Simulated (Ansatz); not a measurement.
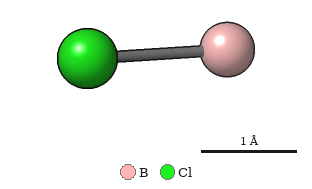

This is the input geometry for a relaxation of BCl (coarse preliminary run). The picture is a ball-and-stick view, seen at a tilt.

The start comes from a force field.

Theory: Ansatz 0.2.0, RKS PBE-D4/def2-SVP.

Input
```yaml
crystal:
  periodic: [false, false, false]
  atoms:
    - {symbol: B, position_ang: [0.000000, 0.000000, 0.000000]}
    - {symbol: Cl, position_ang: [0.000000, 0.000000, 1.578530]}
basis:
  gaussian: {orbitals: def2-SVP}
hamiltonian: {xc: pbe, dispersion: d4}
relax: {f_tol: 0.03, max_steps: 200}
```

Run as
```bash
ansatz run in.yaml --threads 2 --pin off --events-out ev --progress --plain --max-ram 22528MiB --backend cpu
```

### What does the optimiser find from here?

The largest moves after the best rigid fit, 0.077 Å, are those of B1 and Cl2. Largest moves by element: B 0.077 Å, Cl 0.077 Å. Among the contacts that change: B1–Cl2 1.579 → 1.733 Å. Over 3 geometry steps the energy falls by 0.337 eV. The largest force component goes from 5 to 0.014 eV/Å. The run took of the order of 3 core-seconds on a shared host.

The structure at the end:

```xyz
2

B     0.0000    0.0000   -0.0772
Cl    0.0000    0.0000    1.6558
```

After the run, drawn alike:

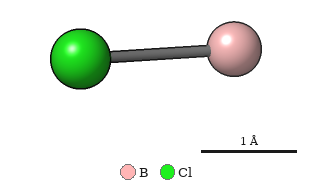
